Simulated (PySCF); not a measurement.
**TcO₂⁺: relaxation and vibrations of the singlet**

Aim: relax TcO₂⁺ as a singlet from a hand-made side-on geometry, check by its vibrations whether the end is a minimum, and collect its spectrum and constants.

The runs use PySCF 2.14.0; PBE0, basis Tc def2-TZVP with ECP28, O def2-TZVP, scalar-relativistic core potentials, no spin–orbit coupling, density fitting.

### 1 The starting structure

3 atoms, charge 1, spin multiplicity 1.

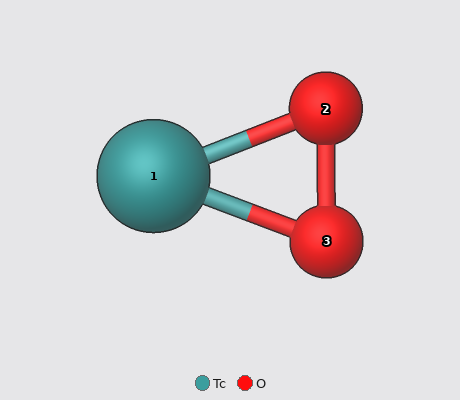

The starting geometry (technetium teal, oxygen red); atoms are numbered from 1 in the order of the file.

Coordinates in bohr (charge 1 multiplicity 1):
```
Tc    0.0000    0.0000   -0.8397
O     1.3228    0.0000    2.5961
O    -1.3228    0.0000    2.5961
```

### 2 Relaxing the singlet from the side-on start

One driver script runs all steps and calls PySCF; scf.py shows how it sets up the SCF of each step. The optimiser is the driver's own. Before each start the driver seeks the lowest SCF state from one or more starting densities and follows internal instabilities, so scf.py alone need not reach the same state.

The program finds C2v symmetry in the start, which this walk keeps.

scf.py reads:

```python
from pyscf import gto, scf, dft
mol = gto.M(atom='''
Tc     0.000000     0.000000    -0.444324
O      0.700000    -0.000000     1.373775
O     -0.700000     0.000000     1.373775''',
    basis={'Tc': 'def2-TZVP', 'O': 'def2-TZVP'},
    ecp={'Tc': 'def2-TZVP'},
    charge=1, spin=0)
mf = dft.RKS(mol, xc='PBE0')
mf.grids.atom_grid = (50, 194)
aux = {'Tc': 'def2-universal-JKFIT', 'O': 'def2-universal-JKFIT'}
mf = mf.density_fit(auxbasis=aux)
mf.kernel()
```

The optimiser's trace:

| step | energy (Eh) | change (kJ/mol) | largest symmetric gradient (Eh/bohr) |
| --- | --- | --- | --- |
| 0 | -230.637744 | 0.00 | 0.08023 |
| 1 | -230.650465 | -33.40 | 0.01336 |
| 2 | -230.650842 | -34.39 | 0.00205 |
| 3 | -230.650855 | -34.42 | 0.00023 |
| 4 | -230.650855 | -34.42 | 0.00006 |

The walk ran for 4.7 s (4 threads, shared host).

Positions (Å) and forces (eV/Å) along the way:

```
step 0
Tc   0.000   0.000  -0.444   0.000   0.000   4.126
O    0.700   0.000   1.374  -3.233   0.000  -2.063
O   -0.700   0.000   1.374   3.233   0.000  -2.063
step 1
Tc   0.000   0.000  -0.389   0.000   0.000   0.465
O    0.651   0.000   1.346   0.687   0.000  -0.233
O   -0.651   0.000   1.346  -0.687   0.000  -0.232
step 2
Tc   0.000   0.000  -0.377   0.000   0.000  -0.099
O    0.664   0.000   1.340  -0.105   0.000   0.049
O   -0.664   0.000   1.340   0.105   0.000   0.049
step 3
Tc   0.000   0.000  -0.379   0.000   0.000   0.009
O    0.662   0.000   1.341  -0.012   0.000  -0.004
O   -0.662   0.000   1.341   0.012   0.000  -0.004
step 4
Tc   0.000   0.000  -0.379   0.000   0.000  -0.003
O    0.662   0.000   1.341   0.002   0.000   0.002
O   -0.662   0.000   1.341  -0.002   0.000   0.002
```

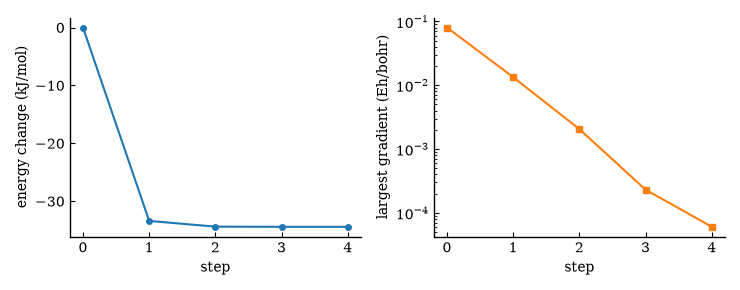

How energy and gradient fall.

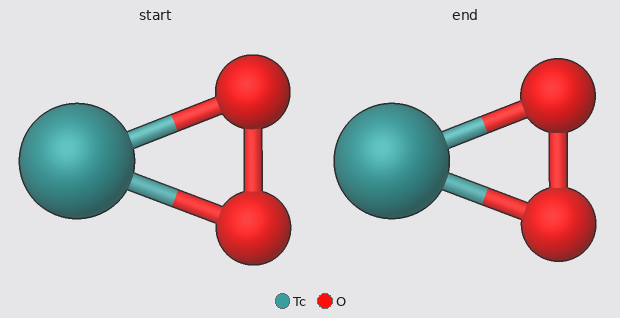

Start and end of the relaxation.

After 4 steps and 34.4 kJ/mol it ends at C2v: O–O 1.324 Å, Tc–O 1.842 Å (×2); O–O–Tc 68.9° (×2), O–Tc–O 42.1°.

### 3 Vibrations and properties at this point

The point is checked on the finer grid, and tightened if its gradient asks for it. The Hessian and the dipole derivatives come from central differences of analytic gradients, with steps of 0.01 bohr.

Edit scf.py of step 2 so:

```diff
@@ -3,3 +3,3 @@
-Tc     0.000000     0.000000    -0.444324
-O      0.700000    -0.000000     1.373775
-O     -0.700000     0.000000     1.373775''',
+Tc     0.000000    -0.000000    -0.420211
+O      0.661806    -0.000000     1.299222
+O     -0.661806     0.000000     1.299222''',
@@ -10 +10 @@
-mf.grids.atom_grid = (50, 194)
+mf.grids.atom_grid = (75, 302)
```

The driver hands on the density of the step before, so the log starts near convergence.

Log of the central SCF (cycles and frontier levels):

```text
init E= -230.650826253274
  HOMO = -0.48816153942041  LUMO = -0.376694677797839  gap/eV = 3.03317
cycle= 1 E= -230.650826250638  delta_E= 2.64e-09  |g|= 0.000133  |ddm|= 7.72e-05
  HOMO = -0.488166172744947  LUMO = -0.376698905839679  gap/eV = 3.03318
cycle= 2 E= -230.650826229372  delta_E= 2.13e-08  |g|= 0.000375  |ddm|= 0.000217
  HOMO = -0.488160537826957  LUMO = -0.376693759332872  gap/eV = 3.03317
cycle= 3 E= -230.650826252909  delta_E= -2.35e-08  |g|= 6.12e-05  |ddm|= 0.00017
  HOMO = -0.488162407684787  LUMO = -0.376695468420811  gap/eV = 3.03317
cycle= 4 E= -230.650826253675  delta_E= -7.66e-10  |g|= 1.61e-07  |ddm|= 3e-05
  HOMO = -0.488162386211022  LUMO = -0.376695450591971  gap/eV = 3.03317
cycle= 5 E= -230.650826253676  delta_E= -6.82e-13  |g|= 4.43e-08  |ddm|= 9.81e-08
  HOMO = -0.488162394205199  LUMO = -0.376695458371049  gap/eV = 3.03317
Extra cycle  E= -230.650826253675  delta_E= 3.41e-13  |g|= 1.84e-07  |ddm|= 1.16e-07
converged SCF energy = -230.650826253675
```

The whole step took 11 s.

Geometry: C2v; O–O 1.324 Å, Tc–O 1.842 Å (×2); O–O–Tc 68.9° (×2), O–Tc–O 42.1°.

Harmonic modes (main isotopes):

| symmetry | ω (cm⁻¹) | IR (km/mol) | μ (u) |
| --- | --- | --- | --- |
| b2 | 413 | 3.7 | 16.55 |
| a1 | 680 | 1.1 | 19.79 |
| a1 | 1173 | 74.5 | 16.21 |

All wavenumbers are real: a minimum.

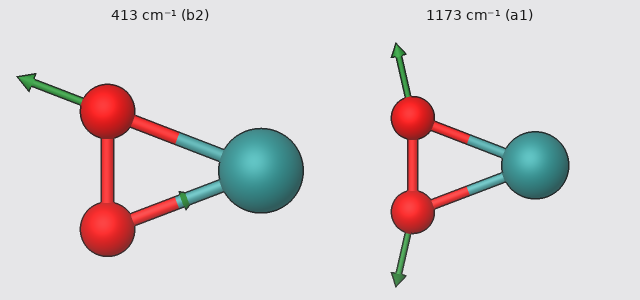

How the atoms move in 2 of the modes.

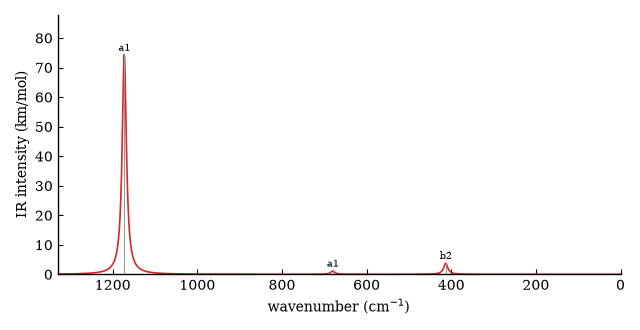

The harmonic infrared spectrum (widths in cm⁻¹). Lines are broadened to a width of 12 cm⁻¹ (Lorentzian).

Constants and moments:

```
Dipole moment about the centre of mass                          : 3.88 D
Highest occupied level                                          : -13.28 eV
Lowest empty level                                              : -10.25 eV
Rotational constants                                            : 1.203, 0.2359, 0.1972 cm⁻¹
Zero-point energy                                               : 13.6 kJ/mol
Principal polarisabilities                                      : 21.5, 22.4, 37.3 bohr³
Principal traceless quadrupole moments about the centre of mass : -1.07, -0.83, 1.89 D Å
Entropy at 298.15 K and 1 bar                                   : 265.0 J/(mol K)
Heat capacity Cp at 298.15 K                                    : 43.9 J/(mol K)
Enthalpy at 298.15 K above 0 K                                  : 11.06 kJ/mol
Rotational symmetry number                                      : 2
```

Populations by atom (charges in e):

| atom | Mulliken | Löwdin | polar tensor | Mayer order to Tc1 |
| --- | --- | --- | --- | --- |
| Tc1 | 1.22 | 0.96 | 1.25 | – |
| O2,3 | -0.11 | 0.02 | -0.13 | 1.23 |

Outer orbital energies (eV). occupied: -29.83, -20.70, -20.57, -20.41, -16.70, -14.54, -13.78, -13.28; empty: -10.25, -10.20, -8.33, -8.14.

Mulliken populations on Tc1 (outside its core potential): s 2.09, p 6.08, d 5.59, f 0.02.

### 4 Stability of the closed shell

At the lowest minimum the closed shell is tested against spin polarisation, on the (50, 194) grid. It is unstable: an open-shell solution lies lower. That solution was not followed to a minimum here.

### 5 Results

| quantity | value |
| --- | --- |
| minimum | singlet, C2v (closed shell, unstable towards spin polarisation) |
| geometry | O–O 1.324 Å, Tc–O 1.842 Å (×2); O–O–Tc 68.9° (×2), O–Tc–O 42.1° |
| wavenumbers (cm⁻¹) | 413 (b2), 680 (a1), 1173 (a1) |
| dipole moment (centre of mass) | 3.88 D |
| highest occupied, lowest empty level | -13.28, -10.25 eV |
| polar-tensor charge of Tc1 | +1.25 e |
| zero-point energy | 13.6 kJ/mol |

In words: The molecule stays C2v, as typed, and the end point is a minimum. The strongest infrared band lies at 1173 cm⁻¹ (a1). Other starts or spin states, not run here, may lie lower. A stability analysis at the minimum finds the closed shell unstable towards spin polarisation: an open-shell solution lies lower, and these values are not those of the lowest state.

The search up to here took 20 s.
